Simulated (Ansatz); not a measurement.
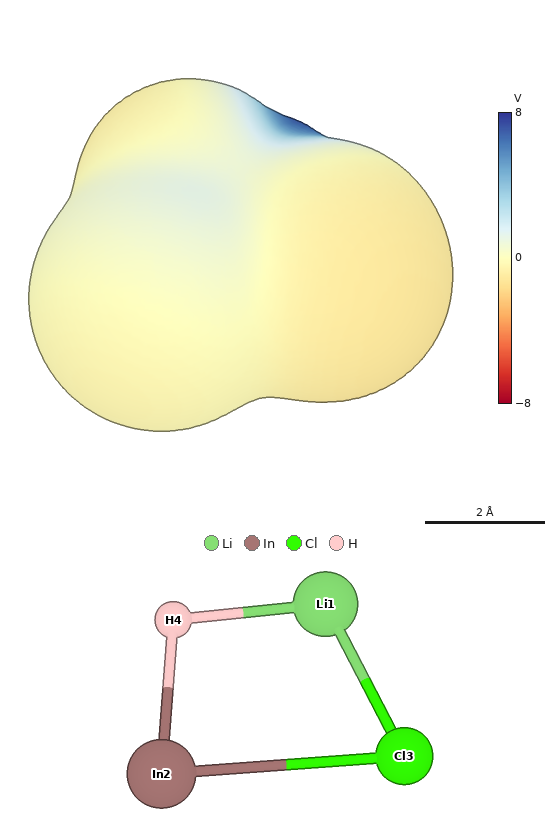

Figure 1: ClHInLi. The molecular electrostatic potential painted on the density surface at 0.001 e/bohr³, seen at a tilt; the colour scale runs from red (negative) to blue (positive). The bare structure is drawn below in the same view.

Geometry: PBE0-D4/def2-TZVP; core potentials replace the inner electrons of In.

Level of theory: RKS PBE0-D4/def2-TZVPP in Ansatz 0.2.0.

Q: Describe the electrostatic potential map.

A: The most negative region (about −1.1 V) lies over Cl3, the most positive (about +7.2 V) over Li1.
